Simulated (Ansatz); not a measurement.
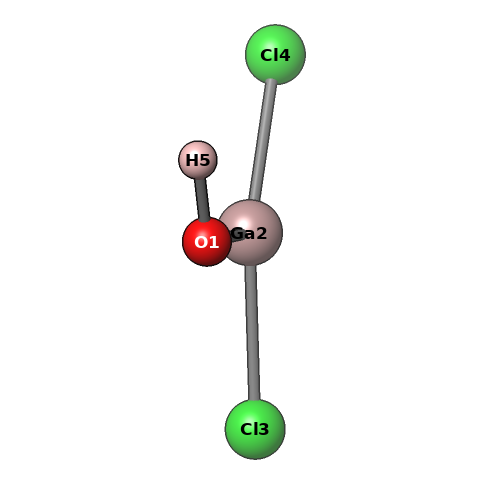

Figure made from data computed with Ansatz.

Ga2 lies behind O1. The molecule seen a little off the O1–Ga2 bond, O1 in front. Atoms fade into the background with distance from the viewer. Geometry: moved along internal coordinates away from the minimum.

Q: What is the torsion angle H5–O1–Ga2–Cl3? The sign is positive where the front bond must turn clockwise to cover the back bond.

A: 180°, antiperiplanar (anti).
